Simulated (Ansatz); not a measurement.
# F2H5HfNOSi: molecular dynamics

Purpose: to follow the molecule's vibrations and see whether its bonds hold. The start is relaxed first. Runs: 500 steps of 0.5 fs under a Langevin thermostat at 1000 K.

Program: Ansatz 0.2.0. Level of theory: RKS PBE/def2-SVP. These are calculated values, not measurements.

### 1 The starting structure

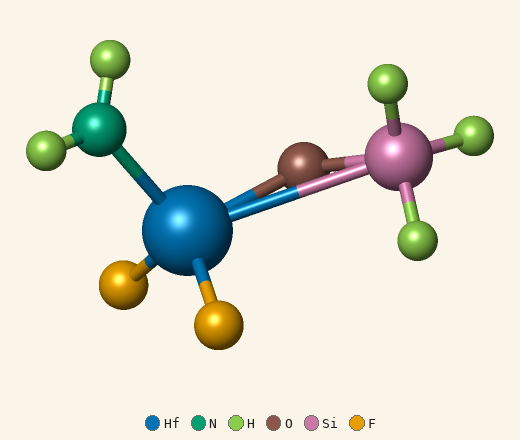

Start, viewed from a chosen angle; hafnium blue, nitrogen teal, hydrogen green, oxygen brown, silicon pink, fluorine amber.

Coordinates:

```xyz
11

Hf    0.0000    0.0000    0.0000
N     0.0000    0.0000    2.2100
H    -0.8770   -0.2713    2.7400
H     0.8770    0.2713    2.7400
O     1.9520    0.0000   -0.6893
Si    2.8584   -1.3762   -1.0165
H     2.0275   -2.3521   -1.7156
H     3.9996   -1.0202   -1.8547
H     3.3369   -1.9538    0.2361
F    -0.9326    1.6157   -0.6593
F    -0.9326   -1.6157   -0.6593
```

### 2 Preparing the start

input.yaml

```yaml
crystal:
  periodic: [false, false, false]
  atoms:
    - { symbol: Hf, position_ang: [0.0, 0.0, 0.0] }
    - { symbol: "N", position_ang: [0.0, 0.0, 2.21] }
    - { symbol: H, position_ang: [-0.877, -0.2713, 2.74] }
    - { symbol: H, position_ang: [0.877, 0.2713, 2.74] }
    - { symbol: O, position_ang: [1.952, 0.0, -0.6893] }
    - { symbol: Si, position_ang: [2.8584, -1.3762, -1.0165] }
    - { symbol: H, position_ang: [2.0275, -2.3521, -1.7156] }
    - { symbol: H, position_ang: [3.9996, -1.0202, -1.8547] }
    - { symbol: H, position_ang: [3.3369, -1.9538, 0.2361] }
    - { symbol: F, position_ang: [-0.9326, 1.6157, -0.6593] }
    - { symbol: F, position_ang: [-0.9326, -1.6157, -0.6593] }
basis:
  gaussian: { orbitals: def2-SVP }
hamiltonian:
  xc: pbe
relax:
  f_tol: 0.02
  max_steps: 40
output:
  orbitals: {}
```

The run is started by

```sh
$ ansatz run input.yaml --threads 4 --pin off --max-ram 5120MiB --backend cpu --events-out ev --progress --plain --runs-dir out
```

Standard output (excerpt; [...] marks lines left out):

```text
Warning: RAYON_NUM_THREADS=4 ignored (pool sized by the plan → 4); use --threads N
[...]
Functional definition: PBE
[...]
1411 factors; their error is unknown
[...]
mean field -18222.06345760 eV, -669.6484807086 hartree, gradient 1.9e-5 eV, S^2 0.000000; 0 other end points of the search recorded, 0 dependent functions left out
[...]
reference -18222.06353311 eV, -669.6484834836 hartree; 32, 32 occupied and 99, 99 virtual orbitals, 1411 factors
relax step   1: F+E_penalty+E_count = -18222.06345760 eV  Δ(F+E_penalty+E_count) = +0.000e0 eV  max|allowed force component| = 2.306e0 eV/Å  Δτ_max = 0.0000 Å  (32 SCF iters, accepted)
[...]
relax step   4: F+E_penalty+E_count = -18222.78362626 eV  Δ(F+E_penalty+E_count) = -4.400e-2 eV  max|allowed force component| = 2.706e-1 eV/Å  Δτ_max = 0.1394 Å  (36 SCF iters, accepted)
[...]
relax step   7: F+E_penalty+E_count = -18222.85855989 eV  Δ(F+E_penalty+E_count) = -1.401e-2 eV  max|allowed force component| = 1.519e-1 eV/Å  Δτ_max = 0.1866 Å  (36 SCF iters, accepted)
[...]
relax step  10: F+E_penalty+E_count = -18222.86481828 eV  Δ(F+E_penalty+E_count) = -2.537e-3 eV  max|allowed force component| = 1.298e-1 eV/Å  Δτ_max = 0.0976 Å  (35 SCF iters, accepted)
[...]
relax step  13: F+E_penalty+E_count = -18222.86653081 eV  Δ(F+E_penalty+E_count) = -2.125e-4 eV  max|allowed force component| = 1.043e-2 eV/Å  Δτ_max = 0.0220 Å  (29 SCF iters, accepted)
[...]
relax step  14: F+E_penalty+E_count = -18222.86661442 eV  Δ(F+E_penalty+E_count) = -8.361e-5 eV  max|allowed force component| = 1.834e-2 eV/Å  Δτ_max = 0.0219 Å  (29 SCF iters, accepted)
1411 factors; their error is unknown
[...]
mean field -18222.86661442 eV, -669.6779961774 hartree, gradient 1.1e-5 eV, S^2 0.000000; 1 other end points of the search recorded, 0 dependent functions left out
[...]
reference -18222.86669032 eV, -669.6779989665 hartree; 32, 32 occupied and 99, 99 virtual orbitals, 1411 factors
Total energy: -18222.86669032 eV, -669.6779989665 hartree
Atom 0 at    -0.158109    -0.129123     0.100817 Å, force     0.005152     0.008037    -0.000280 eV/Å
Atom 1 at    -0.104406     0.064397     2.126024 Å, force     0.005469     0.000079     0.013753 eV/Å
Atom 2 at    -0.906555     0.291447     2.726298 Å, force     0.014196    -0.002292    -0.006784 eV/Å
Atom 3 at     0.727179    -0.015028     2.722773 Å, force    -0.018344     0.000857    -0.008700 eV/Å
Atom 4 at     1.571299    -0.850808    -0.451213 Å, force     0.002634    -0.003186     0.003928 eV/Å
Atom 5 at     3.005940    -1.466342    -1.073008 Å, force    -0.008746     0.000557    -0.002628 eV/Å
Atom 6 at     2.710534    -2.620757    -1.990413 Å, force     0.000400    -0.001788     0.000977 eV/Å
Atom 7 at     3.731168    -0.394010    -1.837773 Å, force     0.003206     0.002735    -0.000676 eV/Å
Atom 8 at     3.873328    -1.941552     0.060206 Å, force     0.000681     0.000215     0.001335 eV/Å
Atom 9 at    -0.475484     1.604412    -0.693282 Å, force    -0.001925    -0.001357     0.001026 eV/Å
Atom 10 at    -1.665694    -1.244937    -0.359030 Å, force    -0.002725    -0.003857    -0.001951 eV/Å
Dipole moment:     0.313815    -0.092798     0.410267 e Å
```

It took 23 s on 4 threads of Intel Xeon at 2.80GHz (Skylake/Cascade Lake), shared host; peak memory 0.22 GiB.

Step by step:

```
step  energy from step 1 (eV)  largest force component (eV/Å)
   1                   0.0000                          2.3061
   2                  -0.4687                          2.8489
   3                  -0.6762                          0.3660
   4                  -0.7202                          0.2706
   5                  -0.7462                          0.3302
   6                  -0.7811                          0.0502
   7                  -0.7951                          0.1519
  8x                  -0.7895                          0.2836
   9                  -0.7988                          0.0711
  10                  -0.8014                          0.1298
  11                  -0.8021                          0.0779
  12                  -0.8029                          0.0156
  13                  -0.8031                          0.0104
  14                  -0.8032                          0.0183
```

Step 1 is the start. 1 step was tried and not accepted (8; marked x where the table lists them).

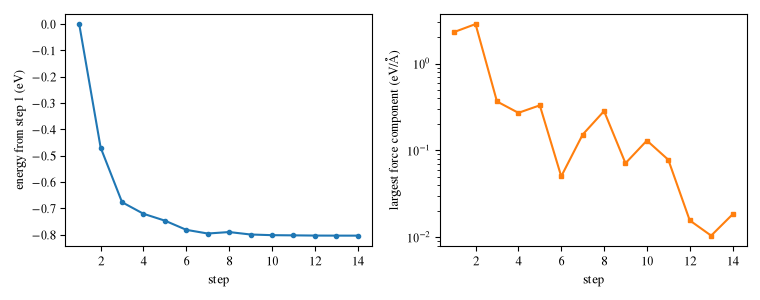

Energy and largest force along the relaxation.

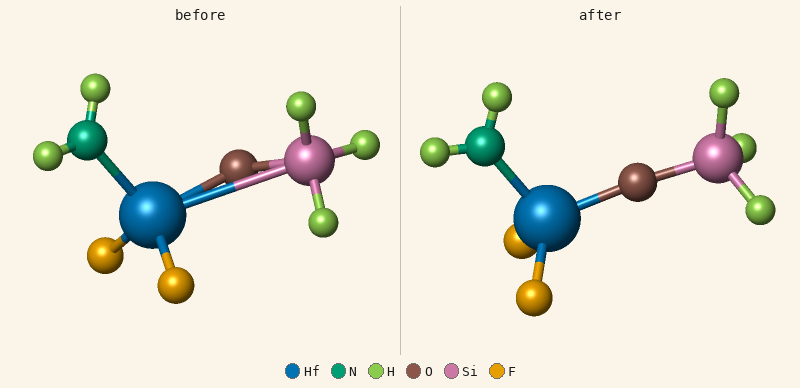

Before and after, at one scale.

After: Bond lengths: Hf1–N2 2.035 Å, N2–H3 1.027 Å, N2–H4 1.027 Å, Hf1–O5 1.954 Å, O5–Si6 1.680 Å, Si6–H7 1.504 Å, Si6–H8 1.504 Å, Si6–H9 1.504 Å, Hf1–F10 1.933 Å, Hf1–F11 1.931 Å. Angles (14 of 16 angles, heavy atoms first): N2–Hf1–O5 107.0°, N2–Hf1–F10 109.1°, N2–Hf1–F11 108.2°, O5–Hf1–F10 111.1°, O5–Hf1–F11 114.2°, F10–Hf1–F11 107.0°, Hf1–O5–Si6 174.7°, Hf1–N2–H3 125.6°, Hf1–N2–H4 126.3°, O5–Si6–H7 109.8°, O5–Si6–H8 109.8°, O5–Si6–H9 109.2°, H3–N2–H4 108.1°, H7–Si6–H8 109.4°.

Pairs that crossed the distance rule for bonds on the way: moved apart Hf1–Si6.

### 3 Dynamics

500 steps of 0.5 fs under a Langevin thermostat at 1000 K, from the relaxed start.

input.yaml

```yaml
crystal:
  periodic: [false, false, false]
  atoms:
    - { symbol: Hf, position_ang: [-0.158109, -0.129123, 0.100817] }
    - { symbol: "N", position_ang: [-0.104406, 0.064397, 2.126024] }
    - { symbol: H, position_ang: [-0.906555, 0.291447, 2.726298] }
    - { symbol: H, position_ang: [0.727179, -0.015028, 2.722773] }
    - { symbol: O, position_ang: [1.571299, -0.850808, -0.451213] }
    - { symbol: Si, position_ang: [3.00594, -1.466342, -1.073008] }
    - { symbol: H, position_ang: [2.710534, -2.620757, -1.990413] }
    - { symbol: H, position_ang: [3.731168, -0.39401, -1.837773] }
    - { symbol: H, position_ang: [3.873328, -1.941552, 0.060206] }
    - { symbol: F, position_ang: [-0.475484, 1.604412, -0.693282] }
    - { symbol: F, position_ang: [-1.665694, -1.244937, -0.35903] }
basis:
  gaussian: { orbitals: def2-SVP }
hamiltonian:
  xc: pbe
md:
  timestep: 0.5
  n_steps: 500
  ensemble: nvt_langevin
  temperature: 1000.0
  initial_velocities: maxwell_boltzmann
  seed: 811738
  friction: 0.001
```

The run is started by

```sh
$ ansatz run input.yaml --threads 4 --pin off --max-ram 5120MiB --backend cpu --events-out ev --progress --plain --runs-dir out
```

Standard output (excerpt; [...] marks lines left out):

```text
Warning: RAYON_NUM_THREADS=4 ignored (pool sized by the plan → 4); use --threads N
[...]
[... 1 set-up line as earlier in the session ...]
[...]
1411 factors; their error is unknown
[...]
mean field -18222.86662116 eV, -669.6779964250 hartree, gradient 1.2e-5 eV, S^2 0.000000; 0 other end points of the search recorded, 0 dependent functions left out
[...]
reference -18222.86669710 eV, -669.6779992158 hartree; 32, 32 occupied and 99, 99 virtual orbitals, 1411 factors
md step     0: t =     0.00 fs  T =   909.1 K  F+E_penalty+E_count = -18222.86662116 eV  E_kin = 1.292600 eV  (30 SCF iters)
[...]
md step    25: t =    12.50 fs  T =   384.9 K  F+E_penalty+E_count = -18222.12456912 eV  E_kin = 0.547313 eV  (32 SCF iters)
[...]
md step    50: t =    25.00 fs  T =   542.4 K  F+E_penalty+E_count = -18222.39460518 eV  E_kin = 0.771195 eV  (30 SCF iters)
[...]
md step    75: t =    37.50 fs  T =   433.9 K  F+E_penalty+E_count = -18222.19336363 eV  E_kin = 0.617006 eV  (32 SCF iters)
[...]
md step    99: t =    49.50 fs  T =   717.6 K  F+E_penalty+E_count = -18222.51813288 eV  E_kin = 1.020311 eV  (31 SCF iters)
md step   100: t =    50.00 fs  T =   719.8 K  F+E_penalty+E_count = -18222.50820241 eV  E_kin = 1.023447 eV  (31 SCF iters)
```

### 4 The log goes on: dynamics from the start

Output, continued (excerpt; [...] marks lines left out):

```text
md step   101: t =    50.50 fs  T =   649.5 K  F+E_penalty+E_count = -18222.39459077 eV  E_kin = 0.923515 eV  (32 SCF iters)
[...]
md step   133: t =    66.50 fs  T =   206.6 K  F+E_penalty+E_count = -18221.84834639 eV  E_kin = 0.293768 eV  (31 SCF iters)
[...]
md step   165: t =    82.50 fs  T =   440.7 K  F+E_penalty+E_count = -18222.20158821 eV  E_kin = 0.626626 eV  (31 SCF iters)
[...]
md step   197: t =    98.50 fs  T =   403.0 K  F+E_penalty+E_count = -18222.19795659 eV  E_kin = 0.573017 eV  (31 SCF iters)
[...]
md step   229: t =   114.50 fs  T =   596.0 K  F+E_penalty+E_count = -18222.49988882 eV  E_kin = 0.847485 eV  (31 SCF iters)
md step   230: t =   115.00 fs  T =   510.5 K  F+E_penalty+E_count = -18222.38357462 eV  E_kin = 0.725904 eV  (31 SCF iters)
```

### 5 The log goes on: dynamics from the start

The log, continued (excerpt; [...] marks lines left out):

```text
md step   231: t =   115.50 fs  T =   422.4 K  F+E_penalty+E_count = -18222.27051990 eV  E_kin = 0.600651 eV  (31 SCF iters)
[...]
md step   256: t =   128.00 fs  T =   432.8 K  F+E_penalty+E_count = -18222.29255866 eV  E_kin = 0.615381 eV  (31 SCF iters)
[...]
md step   281: t =   140.50 fs  T =   405.2 K  F+E_penalty+E_count = -18222.13513552 eV  E_kin = 0.576120 eV  (31 SCF iters)
[...]
md step   306: t =   153.00 fs  T =   645.7 K  F+E_penalty+E_count = -18222.39880900 eV  E_kin = 0.918122 eV  (31 SCF iters)
[...]
md step   498: t =   249.00 fs  T =   556.0 K  F+E_penalty+E_count = -18222.41825606 eV  E_kin = 0.790616 eV  (30 SCF iters)
md step   499: t =   249.50 fs  T =   436.2 K  F+E_penalty+E_count = -18222.25460410 eV  E_kin = 0.620183 eV  (31 SCF iters)
[...]
Atom 1 at    -0.653610    -0.947918     1.863356 Å, force     1.523610     0.237325    -4.576870 eV/Å
Atom 2 at    -0.957485    -1.744563     2.262532 Å, force    -1.404492    -4.108313     1.800252 eV/Å
Atom 3 at    -0.708120    -0.262369     2.496954 Å, force    -0.336326     3.914205     3.734889 eV/Å
Atom 4 at     1.778346    -1.035792    -0.502045 Å, force    -1.619692     0.363682     0.861607 eV/Å
Atom 5 at     3.225300    -0.731790    -1.242214 Å, force     0.334307     0.279788    -0.920320 eV/Å
Atom 6 at     3.050771     0.526455    -2.094134 Å, force     0.072348    -0.407253    -0.083975 eV/Å
Atom 7 at     4.284161    -0.374782    -0.294124 Å, force     0.468189     0.134814     0.696211 eV/Å
Atom 8 at     3.818291    -1.910928    -2.021566 Å, force    -0.472549     0.291036     0.085536 eV/Å
Atom 9 at    -0.343158     1.485957    -0.299993 Å, force    -0.015195     0.322373     0.217036 eV/Å
Atom 10 at    -1.099281    -1.429885    -1.259203 Å, force     0.088777     0.363950     0.509553 eV/Å
Dipole moment:    -0.139296     0.002400     0.655956 e Å
```

Run time: 11 min. Hardware: 4 threads of Intel Xeon at 2.80GHz (Skylake/Cascade Lake), shared host; peak memory 0.22 GiB.

### 6 What the atoms did

One step in 36; energies are changes from step 0:

```
time (fs)  T (K)  potential energy change (meV/atom)
      0.0    909                                 0.0
     18.0    429                                62.4
     36.0    430                                57.9
     54.0    726                                29.5
     72.0    313                                80.6
     90.0    557                                38.8
    108.0    435                                54.7
    126.0    287                                70.2
    144.0    558                                48.0
    162.0    592                                51.1
    180.0    433                                74.7
    198.0    595                                47.1
    216.0    261                                74.2
    234.0    528                                42.4
    250.0    342                                68.2
```

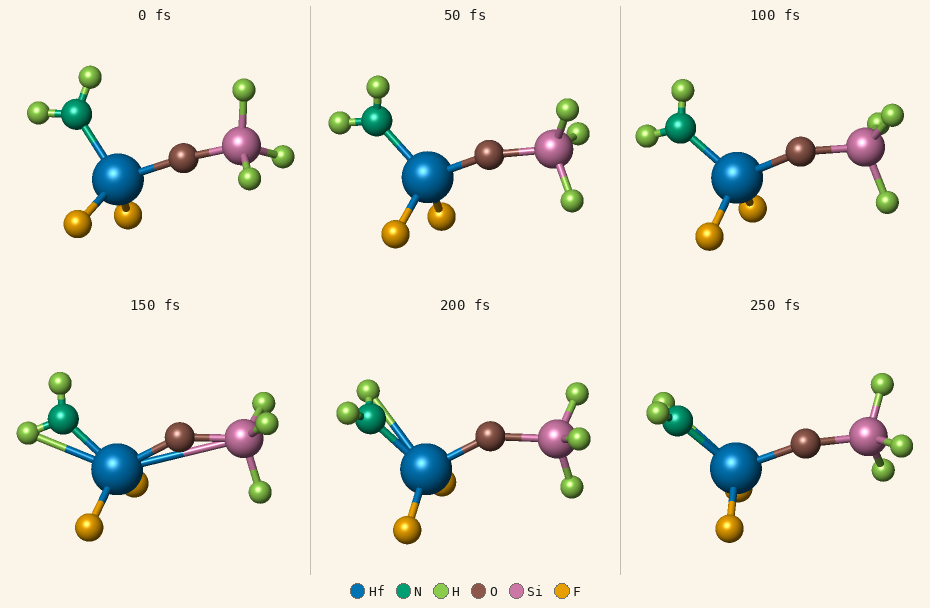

Six frames of the run, seen from a chosen angle. Sticks join atoms within a bonding distance in each frame.

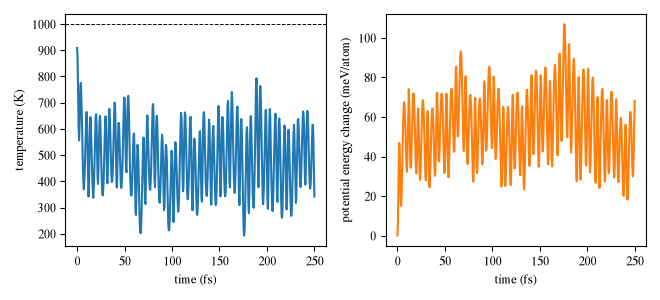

Traces against time; each panel has its own scale. The dashed line is the set temperature.

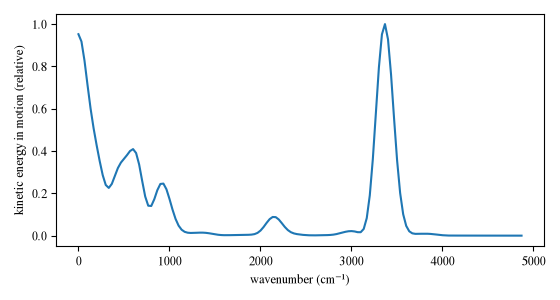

Power spectrum of the mass-weighted velocities; a run of 250 fs resolves no finer than about 270 cm⁻¹.

Maxima of the velocity power spectrum (cm⁻¹, relative height; resolution about 270 cm⁻¹): 600 (41), 3370 (100).

### 7 Snapshots as a file

Positions (Å) and forces (eV/Å):

```xyz
11
time_fs=31.0 T=503 dE=0.5264
Hf   -0.152   -0.136    0.144    1.467   -1.432   -1.037
N    -0.273   -0.009    2.169   -3.321    1.630   -3.209
H    -0.882    0.586    2.723   -0.750    0.366   -0.066
H     0.369   -0.256    2.800    4.018   -1.843    3.361
O     1.659   -1.007   -0.328   -1.494    0.717    0.148
Si    3.079   -1.309   -1.190   -0.024    0.521    0.084
H     2.874   -1.877   -2.572   -0.213   -0.407    0.223
H     3.763   -0.016   -1.558    0.057    0.096    0.281
H     3.984   -2.121   -0.294   -0.080   -0.063   -0.235
F    -0.419    1.528   -0.761    0.057    0.334    0.128
F    -1.650   -1.126   -0.593    0.283    0.081    0.322
11
time_fs=62.5 T=359 dE=0.8160
Hf   -0.090   -0.192    0.130   -2.705    2.206    1.528
N    -0.483   -0.047    2.242   -2.060    2.836   -6.027
H    -1.356    0.254    2.652   -0.579    0.306    0.188
H    -0.024   -0.565    2.850    3.181   -3.394    4.284
O     1.550   -1.006   -0.334    0.557   -0.662    0.439
Si    2.985   -1.088   -1.124    1.114    0.169   -1.155
H     2.683   -1.184   -2.597    0.059   -0.595    0.016
H     3.702    0.221   -1.155    0.187    0.240    0.482
H     3.830   -2.148   -0.478   -0.003   -0.053   -0.221
F    -0.394    1.505   -0.796    0.479   -0.429    0.547
F    -1.589   -1.004   -0.721   -0.228   -0.625   -0.082
11
time_fs=94.0 T=531 dE=0.4873
Hf   -0.101   -0.214    0.122    0.689   -1.821   -3.256
N    -0.589   -0.198    2.009    1.628   -0.489    2.634
H    -1.409    0.272    2.333   -1.166    0.555    0.602
H     0.040   -0.381    2.843   -0.876    0.111   -0.940
O     1.605   -1.237   -0.308    0.667    1.027   -0.346
Si    3.109   -0.945   -1.159   -1.534   -0.062    0.212
H     2.866   -0.769   -2.641   -0.107   -0.246    0.099
H     3.666    0.362   -0.747    0.193    0.411    0.352
H     4.154   -1.985   -0.941   -0.063   -0.295    0.152
F    -0.267    1.516   -0.677    0.134    0.542    0.027
F    -1.559   -1.114   -0.815    0.434    0.266    0.465
11
time_fs=125.0 T=415 dE=0.5961
Hf   -0.087   -0.287    0.059   -1.914    1.741    2.551
N    -0.639   -0.184    2.120    0.712   -0.771    1.917
H    -1.627    0.057    2.461    1.483   -0.351   -0.628
H    -0.076   -0.482    3.063   -1.548    0.867   -2.855
O     1.619   -1.044   -0.257    2.310   -0.395   -1.003
Si    3.090   -0.838   -1.147   -0.542   -0.848    0.516
H     2.868   -0.651   -2.609   -0.308    0.319   -0.156
H     3.851    0.273   -0.533    0.157    0.310    0.071
H     3.873   -2.114   -1.100    0.064   -0.059    0.241
F    -0.083    1.587   -0.486    0.033   -0.493   -0.136
F    -1.512   -1.218   -0.796   -0.448   -0.322   -0.519
11
time_fs=156.0 T=343 dE=0.9353
Hf   -0.103   -0.329    0.048   -0.431    0.106   -1.902
N    -0.518   -0.366    1.941   -1.145   -0.010    5.843
H    -1.612   -0.241    2.176    2.867   -0.379   -0.220
H     0.099   -0.411    2.942   -2.318    0.213   -3.425
O     1.724   -0.865   -0.161    2.243   -0.484   -1.032
Si    3.133   -0.729   -1.191   -1.308   -0.990    0.227
H     2.652   -0.371   -2.560   -0.106    0.246   -0.113
H     4.069    0.271   -0.679    0.348    0.475    0.343
H     3.864   -2.048   -1.424   -0.238    0.204    0.401
F     0.089    1.550   -0.351   -0.287    0.241   -0.266
F    -1.525   -1.333   -0.882    0.376    0.378    0.143
11
time_fs=187.5 T=538 dE=0.6508
Hf   -0.134   -0.360    0.030    1.505   -0.468    1.041
N    -0.589   -0.577    2.036    0.235    0.304    2.486
H    -1.312   -1.141    2.679    1.999    1.578   -1.767
H     0.098    0.016    2.710   -1.942   -1.667   -1.576
O     1.859   -0.768   -0.172   -1.300   -0.016   -0.154
Si    3.153   -0.645   -1.232    0.267   -0.641   -0.556
H     2.791   -0.023   -2.562   -0.230    0.099    0.121
H     4.280    0.163   -0.682    0.057    0.111    0.274
H     3.713   -2.021   -1.639   -0.243    0.355    0.352
F     0.094    1.506   -0.338   -0.407    0.310   -0.081
F    -1.437   -1.341   -1.000    0.060    0.035   -0.139
11
time_fs=219.0 T=598 dE=0.3166
Hf   -0.103   -0.382    0.015   -0.746    1.444    1.060
N    -0.611   -0.727    2.020    0.227   -0.810   -2.383
H    -0.930   -1.674    2.247   -0.125   -0.272    0.004
H    -0.619   -0.233    2.879    0.150    1.065    1.250
O     1.759   -0.793   -0.347   -1.434   -0.289    0.856
Si    3.109   -0.643   -1.220    1.892   -0.434   -1.761
H     3.021    0.312   -2.397   -0.301   -0.133    0.104
H     4.212   -0.097   -0.411    0.423    0.085    0.460
H     3.482   -2.029   -1.768   -0.045    0.436    0.161
F    -0.117    1.546   -0.348   -0.141   -0.979    0.223
F    -1.305   -1.353   -1.141    0.099   -0.114    0.026
11
time_fs=250.0 T=342 dE=0.7500
Hf   -0.092   -0.385    0.029    1.361   -1.392   -2.324
N    -0.654   -0.948    1.863    1.524    0.237   -4.577
H    -0.958   -1.745    2.263   -1.405   -4.108    1.800
H    -0.708   -0.262    2.497   -0.336    3.914    3.735
O     1.778   -1.036   -0.502   -1.620    0.364    0.862
Si    3.225   -0.732   -1.242    0.334    0.280   -0.920
H     3.051    0.526   -2.094    0.072   -0.407   -0.084
H     4.284   -0.375   -0.294    0.468    0.135    0.696
H     3.818   -1.911   -2.022   -0.472    0.291    0.086
F    -0.343    1.486   -0.300   -0.015    0.322    0.217
F    -1.099   -1.430   -1.259    0.089    0.364    0.510
```

### 8 Summary of results

| quantity | value |
| --- | --- |
| relaxation of the start | 12 moves, 0.803 eV lower |
| length | 500 steps of 0.5 fs |
| temperature, first and last step | 909 and 342 K |
| temperature, second half | mean 485 K, from 193 to 793 K |
| potential energy, second half | +56 meV/atom from the start |
| bonds formed or broken | 0 |

Against a set 1000 K the second half averages 485 K with a spread of 131 K; 56 meV/atom has gone into potential energy, and a thermostat that acts over some 1000 fs has not made it up in 250 fs. The bonding pattern survives the run. Averages from a run of 250 fs with 11 atoms are rough. The nuclei move classically, without zero-point motion, which matters most for hydrogen.
